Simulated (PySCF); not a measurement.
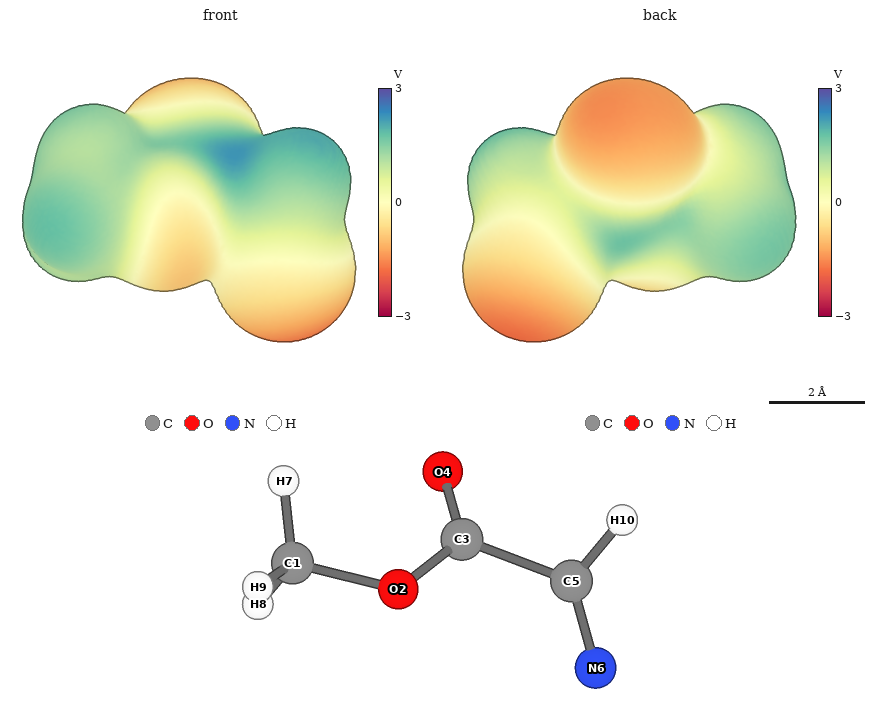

Figure 1: C3H4NO2 (SMILES COC(=O)C=[N]) (doublet). The electrostatic potential painted on the density surface at 0.004 e/bohr³, seen from the front and from behind; the colour scale runs from red (negative) to blue (positive). The bare structure is drawn below in the same view.

Geometry: GFN2-xTB.

The calculation used PySCF, UKS B3LYP, pcH-1 on C H N O, non-relativistic, mean-field spin-orbit, GIAO.

```xyz
10

C    -1.5676   -0.5879   -0.1759
O    -0.1534   -0.6188    0.0233
C     0.4720    0.5344    0.0663
O    -0.0035    1.6299   -0.0029
C     1.9911    0.3064    0.2183
N     2.6621   -0.2538   -0.6209
H    -2.0084    0.2574    0.3554
H    -1.7839   -0.4994   -1.2415
H    -1.9497   -1.5299    0.2092
H     2.3503    0.7663    1.1462
```

> Which sites attract a positive test charge, and which a negative one?

A positive charge is drawn to the negative regions and a negative charge to the positive ones. The most negative region (about −1.7 V) lies over N6, the most positive (about +2.2 V) over the π face of C3 and C5. N6 is the likeliest acceptor of a hydrogen bond.
